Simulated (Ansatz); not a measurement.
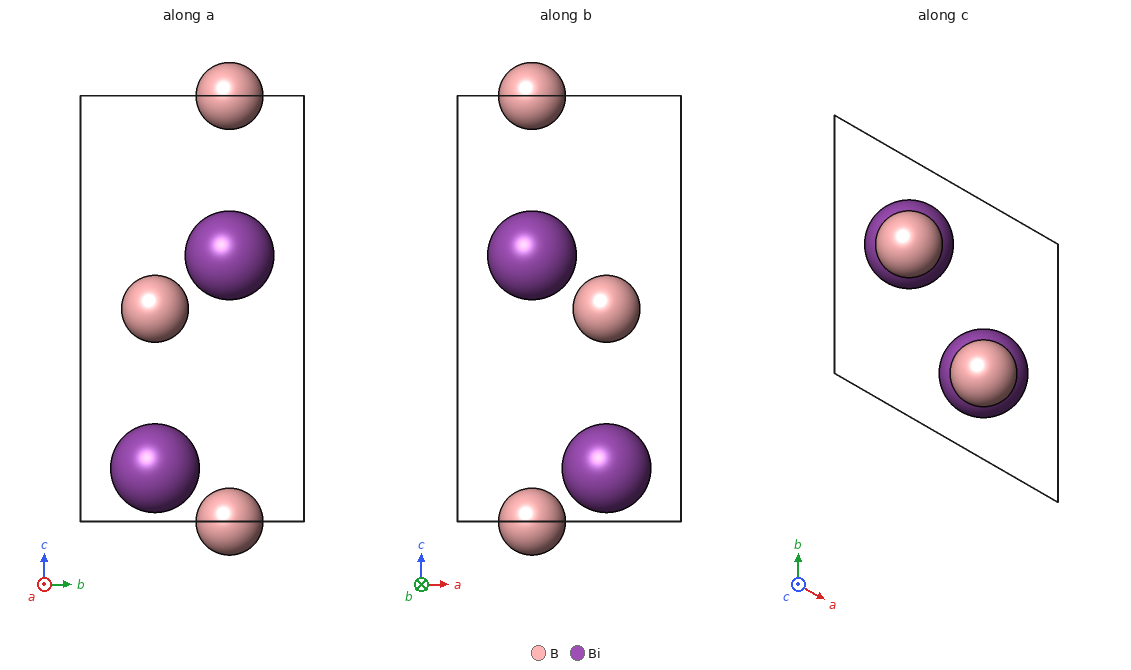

The crystal in a spheres-only representation, seen along the a axis, along the b axis and along the c axis. The conventional unit cell is outlined; an atom on or near a face, edge or corner is repeated at each equivalent position.

Lattice parameters: a = 3.8656 Å, b = 3.8656 Å, c = 6.3754 Å, α = 90.000°, β = 90.000°, γ = 120.000°.

### Write the structure as a CIF in P1 with every atom of the cell.

```cif
data_structure
_symmetry_space_group_name_H-M 'P 1'
_symmetry_Int_Tables_number 1
_cell_length_a 3.8656
_cell_length_b 3.8656
_cell_length_c 6.3754
_cell_angle_alpha 90.000
_cell_angle_beta 90.000
_cell_angle_gamma 120.000
_cell_volume 82.50
loop_
_atom_site_label
_atom_site_type_symbol
_atom_site_fract_x
_atom_site_fract_y
_atom_site_fract_z
_atom_site_occupancy
B1 B 0.3333 0.6667 0.9998 1
B2 B 0.6667 0.3333 0.4998 1
Bi1 Bi 0.3333 0.6667 0.6252 1
Bi2 Bi 0.6667 0.3333 0.1252 1
```

The cell started as a structure type filled with these elements by a generator (whether the compound takes this form wasn't checked). Earlier steps of the study, as a rule a relaxation of our own, may have changed the cell and positions, so they can lie some per cent off the listed ones. It was run through Ansatz as a DFT input.

At this level of theory the run's own cell isn't at rest (forces up to 0.9 eV/Å), so its distances can differ from those at equilibrium, the more so the softer the solid.
